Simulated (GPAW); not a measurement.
# As K-edge XANES of zinc-blende (AlAs)₁₋ₓ(InAs)ₓ at x = 0.125, part 2 of 3

Aim: the As K edge in zinc-blende (AlAs)₁₋ₓ(InAs)ₓ at x = 0.125, one member of a composition series.

GPAW 26.7.0; X-ray absorption from dipole matrix elements to empty bands, plane-wave PAW PBE.

So far. Step 3 (The field without a hole): The mesh shows a gap of 1.41 eV. The excited electron is kept all the same, so that all members of the series, with or without a gap, are treated alike.

## Step 5: Spectrum with XCH, As atom 2

The holes are 8.1 Å apart. In GPAW the data set carries the hole's charge, so charge=0 means a charged cell and charge=-1 a neutral one. The excited electron is kept in the cell, where it fills the lowest empty states and screens the hole. After the field has converged, empty bands are computed with the density fixed and the dipole matrix elements are summed.

The absorber has 3 Al at 2.44 Å and 1 In at 2.58 Å (distorted tetrahedral).

The input, xas.py:

```python
import numpy as np
from ase import Atoms
from ase.parallel import parprint, paropen
from gpaw import GPAW, PW, FermiDirac, Mixer, MixerDif, setup_paths
from gpaw.test import gen
setup_paths.insert(0, '.')
gen('As', name='fch1s', xcname='PBE', corehole=(1, 0, 1), write_xml=True)
from gpaw.mpi import world
world.barrier()

atoms = Atoms('InAsAlAsAlAsAlAsAlAsAlAsAlAsAlAs',
    cell=[[0, 5.710625, 5.710625],
     [5.710625, 0, 5.710625],
     [5.710625, 5.710625, 0]],
    scaled_positions=[[0.9993717, 0.0009298, 0.0003026],
     [0.1301835, 0.1317072, 0.1303333],
     [0.0007461, 0.9994261, 0.5002602],
     [0.1302817, 0.1313679, 0.608835],
     [0.9997232, 0.5018788, 0.9994763],
     [0.1309197, 0.6093394, 0.1307685],
     [0.9974957, 0.50165, 0.5007784],
     [0.124211, 0.6251941, 0.6250494],
     [0.5001254, 0.9982624, 0.9990075],
     [0.6077104, 0.1285516, 0.1312391],
     [0.5002441, 0.998678, 0.5012748],
     [0.6261869, 0.1237917, 0.6245452],
     [0.5011751, 0.4983397, 0.9998622],
     [0.6252671, 0.6239183, 0.1245454],
     [0.4992882, 0.4988364, 0.4996362],
     [0.623306, 0.6242594, 0.6254592]],
    pbc=True)
atoms.calc = calc = GPAW(legacy_gpaw=True, mode=PW(400, force_complex_dtype=True), xc='PBE', setups={1: 'fch1s'},
    kpts={'size': (3, 3, 3), 'gamma': True}, occupations=FermiDirac(0.04),
    charge=-1, mixer=Mixer(0.1, 5, 50), maxiter=150,
    convergence={'density': 0.0001, 'eigenstates': 1e-6}, txt='scf.txt')
energy = atoms.get_potential_energy() + calc.get_reference_energy()
ef = calc.get_fermi_level()
out = dict(energy=energy, fermi=ef, forces=atoms.get_forces().tolist())
parprint(f'all-electron energy {energy:.4f} eV, Fermi level {ef:.4f} eV')
ev = np.array([[calc.get_eigenvalues(k, s) for k in range(len(calc.get_ibz_k_points()))] for s in range(calc.get_number_of_spins())])
out['homo'], out['lumo'], out['counts'] = ev[ev < ef].max(), ev[ev > ef].min(), sorted(set((ev < ef).sum((0, 2)).tolist()))
out['filled'] = (ev[:, 0] < ef).sum(1).tolist()

from ase.units import Ha
from gpaw.xas import dipole_matrix_elements
nb = int(calc.get_number_of_electrons() / 2) + 190
top, nb = nb, nb + 8 + nb // 12
nscf = calc.fixed_density(kpts={'size': (4, 4, 4), 'gamma': True}, nbands=nb,
    convergence={'bands': top, 'eigenstates': 5e-3}, maxiter=60, txt='nscf.txt')
cell = atoms.cell.array
ops = [cell.T @ U.T @ np.linalg.inv(cell.T) for U in nscf.wfs.kd.symmetry.op_scc]
filled = [37]  # bands filled in the ground state, by spin
E = np.arange(-6, 30, 0.1)
fwhm = np.interp(E, [4, 25], [2.14, 3.5])
Y, X, zero, highest = 0, 0, 1e9, 1e9
for spin in range(nscf.get_number_of_spins()):
    wfs = nscf.wfs
    mine = wfs.bd.get_slice()  # this rank's bands
    A = dipole_matrix_elements(wfs.setups[1])
    eps = np.zeros((wfs.kd.nibzkpts, nb))
    d = np.zeros((3, A.shape[1], wfs.kd.nibzkpts, nb), complex)
    for kpt in wfs.kpt_u:
        if kpt.s == spin and 1 in kpt.P_ani:
            eps[kpt.k, mine] = kpt.eps_n * Ha
            d[:, :, kpt.k, mine] = (kpt.weight * wfs.nspins / 2) ** 0.5 * np.inner(A, kpt.P_ani[1])
    world.sum(eps)
    world.sum(d)
    T = np.einsum('amkn,bmkn->abkn', d, d.conj()).real
    T = sum(np.einsum('ai,ijkn,bj->abkn', R, T, R) for R in ops) / len(ops)
    empty = np.ones_like(eps, bool) & (np.arange(nb) >= filled[spin])
    zero, highest = min(zero, eps[empty].min()), min(highest, eps[:, top - 1].min())
    lines = [(eps, T, empty)] if spin == 0 else lines + [(eps, T, empty)]
for eps, T, empty in lines:
    f = np.einsum('aakn->akn', T).reshape(3, -1)
    x = eps.ravel() - zero
    w = np.interp(x, E, fwhm) / 2.35482
    g = np.exp(-0.5 * ((E[:, None] - x) / w) ** 2) / (w * (2 * np.pi) ** 0.5)
    Y = Y + (f * empty.ravel()) @ g.T
    X = X + (f * ~empty.ravel()) @ g.T
out.update(E=E.round(2).tolist(), xas=Y.tolist(), xes=X.tolist(), zero=zero, valid=highest - zero, nk=len(eps), nb=nb)
for i in range(0, len(E), 10):
    parprint(f'{E[i]:7.2f}', *(f'{v:10.3e}' for v in Y[:, i]))
import json
with paropen('out.json', 'w') as f:
    json.dump(out, f)
```

Launch:

```sh
OMP_NUM_THREADS=1 mpirun -n 4 gpaw python xas.py
```

Numbers of over 12 decimals in the logs are rounded to 6 here.

The program printed:

```text
Input parameters:
  charge: -1
  convergence: {density: 0.0001,
                eigenstates: 1e-06}
  kpts: {gamma: True,
         size: (3, 3, 3)}
  maxiter: 150
  mixer: {backend: pulay,
          beta: 0.1,
          method: separate,
          nmaxold: 5,
          weight: 50}
  mode: {ecut: 400.0,
         force_complex_dtype: True,
         name: pw}
  occupations: {fixmagmom: False,
                name: fermi-dirac,
                width: 0.04}
  setups: {1: fch1s}
  xc: PBE

Initialize ...

[... PAW data sets ...]

Reference energy: -686311.567033  # eV

Spin-paired calculation

[... convergence settings ...]
Symmetries present (total): 1
  [... symmetry matrices ...]

27 k-points: 3 x 3 x 3 Monkhorst-Pack grid
14 k-points in the irreducible part of the Brillouin zone
       k-points in crystal coordinates                weights
   0:     0.00000000    0.00000000    0.00000000          1/27
   1:     0.00000000    0.00000000    0.33333333          2/27
   2:     0.00000000    0.33333333   -0.33333333          2/27
   3:     0.00000000    0.33333333    0.00000000          2/27
   4:     0.00000000    0.33333333    0.33333333          2/27
   5:     0.33333333   -0.33333333   -0.33333333          2/27
   6:     0.33333333   -0.33333333    0.00000000          2/27
   7:     0.33333333   -0.33333333    0.33333333          2/27
   8:     0.33333333    0.00000000   -0.33333333          2/27
   9:     0.33333333    0.00000000    0.00000000          2/27
          ...
  13:     0.33333333    0.33333333    0.33333333          2/27

Wave functions: Plane wave expansion
  Cutoff energy: 400.000 eV
  Number of coefficients (min, max): 6735, 6774
  Pulay-stress correction: 0.000000 eV/Ang^3 (de/decut=0.000000)
  Using FFTW library
  Wavefunction extrapolation:
    Improved wavefunction reuse through dual PAW basis

Occupation numbers: Fermi-Dirac:
  width: 0.0400  # eV

Eigensolver
   Davidson(niter=2)

Densities:
  Coarse grid: 40*40*40 grid
  Fine grid: 80*80*80 grid
  Total Charge: 0.000000

Density mixing:
  Method: separate
  Backend: pulay
  Linear mixing parameter: 0.1
  old densities: 5
  Width of damping distribution: 1.1
  Damping of long wavelength oscillations: 50

[... Hamiltonian set-up ...]
Number of atoms: 16
Number of atomic orbitals: 69
Number of bands in calculation: 49
Number of valence electrons: 75
Bands to converge: occupied

... initialized

Initializing position-dependent things.

Density initialized from atomic densities
Creating initial wave functions:
  49 bands from LCAO basis set

                                   Al

                          Al            Al

                            As Al
                                 Al
                    As
          In            Al
                     As
                             Al
             As            As

                  As
                   As

           As

Atomic positions and initial magnetic moments

Positions:
   0 In     0.007038    5.708765    5.712347    ( 0.0000,  0.0000,  0.0000)
   1 As     1.496415    1.487714    1.495560    ( 0.0000,  0.0000,  0.0000)
   2 Al     8.564146    2.861059    5.711608    ( 0.0000,  0.0000,  0.0000)
   3 As     4.227021    4.220818    1.494183    ( 0.0000,  0.0000,  0.0000)
   4 Al     8.573676   11.416679    8.575086    ( 0.0000,  0.0000,  0.0000)
   5 As     4.226479    1.494403    4.227342    ( 0.0000,  0.0000,  0.0000)
   6 Al     5.724493    8.556082    8.561059    ( 0.0000,  0.0000,  0.0000)
[...]
13 As     4.274196    4.281898    7.133629    ( 0.0000,  0.0000,  0.0000)
  14 Al     5.701903    5.704483    5.699915    ( 0.0000,  0.0000,  0.0000)
  15 As     7.136674    7.131230    7.124378    ( 0.0000,  0.0000,  0.0000)

Unit cell:
           periodic     x           y           z      points  spacing
  1. axis:    yes    0.000000    5.710625    5.710625    40     0.1649
  2. axis:    yes    5.710625    0.000000    5.710625    40     0.1649
  3. axis:    yes    5.710625    5.710625    0.000000    40     0.1649

  Lengths:   8.076043   8.076043   8.076043
  Angles:   60.000000  60.000000  60.000000

Effective grid spacing dv^(1/3) = 0.1799

iter:   1   -85.108254
iter:   2   -83.797327   -1.90  -0.89
iter:   3   -82.227253   -1.38  -0.94
iter:   4   -82.266473   -2.38  -1.19
iter:   5   -82.220179   -2.62  -1.32
iter:   6   -82.212056   -2.65  -1.83
iter:   7   -82.190239c  -3.66  -2.10
iter:   8   -82.186686c  -3.93  -2.39
iter:   9   -82.185728c  -4.34  -2.60
iter:  10   -82.185653c  -5.60  -2.97
iter:  11   -82.185492c  -5.78  -3.04
iter:  12   -82.185599c  -6.20c -3.30
iter:  13   -82.185678c  -6.46c -3.36
iter:  14   -82.185630c  -6.74c -3.60
iter:  15   -82.185629c  -7.67c -3.76
iter:  16   -82.185608c  -7.28c -3.86
iter:  17   -82.185600c  -8.08c -4.14c

Converged after 17 iterations.

Dipole moment: (-24.343192, -24.168062, -24.124992) |e|*Ang

Energy contributions relative to reference atoms: (reference = -686311.567033)

Kinetic:       +177.654463
Potential:     -162.137336
External:        +0.000000
XC:             -97.867361
Entropy (-ST):   -0.020345
Local:           +0.174807
SIC:             +0.000000
--------------------------
Free energy:    -82.195772
Extrapolated:   -82.185600

Showing only first 2 kpts
 Kpt  Band  Eigenvalues  Occupancy
  0    35      4.34988    2.00000
  0    36      4.35132    2.00000
  0    37      5.39900    2.00000
  0    38      5.79794    1.99993

  1    35      4.01213    2.00000
  1    36      4.09011    2.00000
  1    37      6.13286    1.74463
[...]
Fermi level: 6.20972

No gap
No difference between direct/indirect transitions

Forces in eV/Ang:
  0 In   -0.57093   -0.57528   -0.57987
  1 As    0.23498    0.24566    0.24446
  2 Al    0.46165    0.44873   -0.45398
  3 As   -0.08297   -0.09082    0.11089
  4 Al    0.44962   -0.45306    0.44357
  5 As   -0.08648    0.10469   -0.09383
  6 Al   -0.00883    0.00233   -0.01400
[...]
13 As    0.03063    0.03426   -0.08762
 14 Al    0.01484    0.01240    0.01673
 15 As   -0.02506   -0.01585   -0.01337
Scalar-relativistic atomic PBE calculation for As (Arsenic, Z=33)
Core hole in 1s state (1s occupation: 1.0)
600 radial gridpoints.
|------------------------------------------------|
|------------------------------------------------|
[... the atom generator's iteration count ...]

Energy contributions:
-------------------------
Kinetic:    +1851.248669
XC:           -73.531634
Potential:  -3600.166259
-------------------------
Total:      -1822.449223

state      eigenvalue         ekin         rmax
-----------------------------------------------
1s^1.0 :  -445.263957   560.000236        0.030
2s^2.0 :   -58.288052   111.893877        0.167
2p^6.0 :   -52.217924   110.227557        0.132
3s^2.0 :    -8.061247    26.339154        0.508
3p^6.0 :    -5.996830    24.149555        0.501
3d^10.0:    -2.360744    19.310469        0.452
4s^2.0 :    -0.971867     3.776914        1.511
4p^3.0 :    -0.567835     2.620394        1.753
-----------------------------------------------
(units: Bohr and Hartree)

Generating PAW setup
Kinetic energy of the core from tauc = 1855.494658136941
Cutoffs:
rc(s)=2.000
rc(p)=2.000
rc(d)=2.000
rc(vbar)=1.800
rc(comp)=2.000
rc(nct)=2.000

Kinetic energy of the core states: 1835.833659
Charge: 1.0
Core electrons: 27.0
Valence electrons: 5.0
Pseudo-core charge: 0.751850
Shape function alpha=2.500
Pseudo-electron charge 6.366203
state    eigenvalue         norm
--------------------------------
4s(2) :    -0.971867     1.258173
*s    :     0.028133
4p(3) :    -0.567835     1.032669
*p    :     0.432165
*d    :     0.000000
--------------------------------

Diagonalizing with gridspacing h=0.050

state   all-electron     PAW
-------------------------------
4s:      -0.971867    -0.972276
4p:      -0.567835    -0.568225
*d:                   -0.128592
*f:                   -0.019690
-------------------------------
all-electron energy -686393.7526 eV, Fermi level 6.2097 eV
[...]
27.00  9.282e-08  9.280e-08  9.297e-08
  28.00  7.812e-08  7.822e-08  7.834e-08
  29.00  6.981e-08  6.994e-08  7.000e-08
```

Run time: 6 min. Hardware: 4 MPI ranks of Arm Neoverse V2, shared host; peak memory 0.75 GiB.

The As K spectrum, As atom 2, excited-electron core hole (neutral cell) (energy from the bottom of the conduction band, which holds the excited electron; intensity scaled to a mean of 1 over the first 20 eV):

```
E (eV)  intensity
  -2.0       0.00
  -0.5       0.09
   1.0       0.68
   2.5       1.10
   4.0       1.36
   5.5       1.33
   7.0       1.32
   8.5       1.08
  10.0       0.86
  11.5       0.86
  13.0       0.94
  14.5       0.84
  16.0       0.89
  17.5       0.93
  19.0       0.90
  20.5       0.92
  22.0       0.92
  23.5       0.99
  25.0       1.05
  26.5       0.92
```

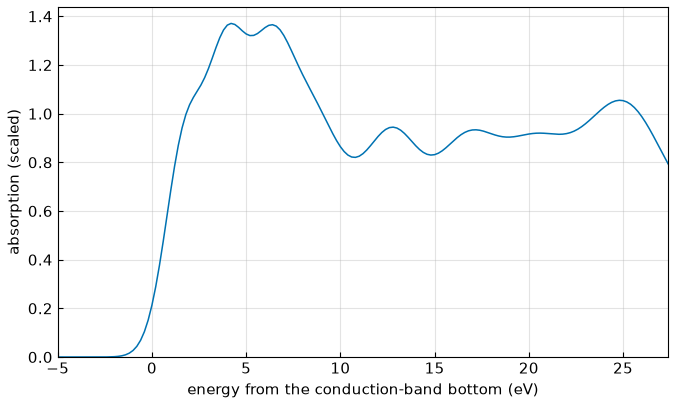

The As K edge, As atom 2, excited-electron core hole (neutral cell): main maxima at 4.2, 6.4 and 24.8 eV.

Main maxima below 26 eV (height): 4.2 eV (1.37), 6.4 eV (1.37), 12.8 eV (0.94), 17.2 eV (0.93) and 24.8 eV (1.05). A K edge sees empty p states on the absorber.

The energy difference (zero at 11902 eV) isn't read as a photon energy: for so heavy an absorber the terms left out (the hole's spin, the functional's error) amount to tens of eV or more.

## Step 6: Reference energy of the cell

The absorbing element, whose data set is made anew, changes for the next run, so it gets a reference energy of its own.

The input, scf.py:

```python
import numpy as np
from ase import Atoms
from ase.parallel import parprint, paropen
from gpaw import GPAW, PW, FermiDirac, Mixer, MixerDif, setup_paths
from gpaw.test import gen
setup_paths.insert(0, '.')
gen('Al', name='nch1s', xcname='PBE', corehole=(1, 0, 0), write_xml=True)
from gpaw.mpi import world
world.barrier()

atoms = Atoms('InAsAlAsAlAsAlAsAlAsAlAsAlAsAlAs',
    cell=[[0, 5.710625, 5.710625],
     [5.710625, 0, 5.710625],
     [5.710625, 5.710625, 0]],
    scaled_positions=[[0.9993717, 0.0009298, 0.0003026],
     [0.1301835, 0.1317072, 0.1303333],
     [0.0007461, 0.9994261, 0.5002602],
     [0.1302817, 0.1313679, 0.608835],
     [0.9997232, 0.5018788, 0.9994763],
     [0.1309197, 0.6093394, 0.1307685],
     [0.9974957, 0.50165, 0.5007784],
     [0.124211, 0.6251941, 0.6250494],
     [0.5001254, 0.9982624, 0.9990075],
     [0.6077104, 0.1285516, 0.1312391],
     [0.5002441, 0.998678, 0.5012748],
     [0.6261869, 0.1237917, 0.6245452],
     [0.5011751, 0.4983397, 0.9998622],
     [0.6252671, 0.6239183, 0.1245454],
     [0.4992882, 0.4988364, 0.4996362],
     [0.623306, 0.6242594, 0.6254592]],
    pbc=True)
atoms.calc = calc = GPAW(legacy_gpaw=True, mode=PW(400, force_complex_dtype=True), xc='PBE', setups={2: 'nch1s'},
    kpts={'size': (3, 3, 3), 'gamma': True}, occupations=FermiDirac(0.02),
    charge=0, mixer=Mixer(0.1, 5, 50), maxiter=150,
    convergence={'density': 0.0001, 'eigenstates': 1e-6}, txt='scf.txt')
energy = atoms.get_potential_energy() + calc.get_reference_energy()
ef = calc.get_fermi_level()
out = dict(energy=energy, fermi=ef, forces=atoms.get_forces().tolist())
parprint(f'all-electron energy {energy:.4f} eV, Fermi level {ef:.4f} eV')
ev = np.array([[calc.get_eigenvalues(k, s) for k in range(len(calc.get_ibz_k_points()))] for s in range(calc.get_number_of_spins())])
out['homo'], out['lumo'], out['counts'] = ev[ev < ef].max(), ev[ev > ef].min(), sorted(set((ev < ef).sum((0, 2)).tolist()))
out['filled'] = (ev[:, 0] < ef).sum(1).tolist()
import json
with paropen('out.json', 'w') as f:
    json.dump(out, f)
```

Launch:

```sh
OMP_NUM_THREADS=1 mpirun -n 4 gpaw python scf.py
```

The program printed:

```text
Input parameters:
  convergence: {density: 0.0001,
                eigenstates: 1e-06}
  kpts: {gamma: True,
         size: (3, 3, 3)}
  maxiter: 150
  mixer: {backend: pulay,
          beta: 0.1,
          method: separate,
          nmaxold: 5,
          weight: 50}
  mode: {ecut: 400.0,
         force_complex_dtype: True,
         name: pw}
  occupations: {fixmagmom: False,
                name: fermi-dirac,
[...]
3s(2) :    -0.284901     1.047805
*s    :     0.715099
3p(1) :    -0.099662     0.998886
*p    :     0.900338
*d    :     0.000000
--------------------------------

Diagonalizing with gridspacing h=0.050

state   all-electron     PAW
-------------------------------
3s:      -0.284901    -0.284982
3p:      -0.099662    -0.099717
*d:                    0.026616
*f:                    0.063447
-------------------------------
all-electron energy -698296.1711 eV, Fermi level 4.9043 eV
[key lines of the parts left out:]
Converged after 16 iterations.
Dipole moment: (-23.508110, -23.325491, -23.287926) |e|*Ang
Free energy:    -72.999533
Fermi level: 4.90429
```

Wall time 39 s (4 MPI ranks); peak memory 0.33 GiB; 2.6 min of CPU time.

Reference energy: -698296.171 eV with the cores included.

(Part 2 of 3 ends here.)

[Banner, clock and machine lines of the logs are left out without a mark of their own.]

[Logs are printed without paths, hosts, clocks, repeated set-up lines and the standing remarks that a program may print on its own settings, such as how far it seeks lower states.]

[Hosts, paths, dates, database ids (printed as entryN), source tags and the programs' standing remarks are cut or masked in the printed files.]

[Lists of maxima count a maximum above −3 eV only where it reaches 4 % of the highest in the window and stands out from its surroundings by 2 % of it (1.5 % where it reaches 55 %); shoulders and weaker maxima are passed over, and of the rest the first, up to two pre-edge ones and the few strongest are named.]
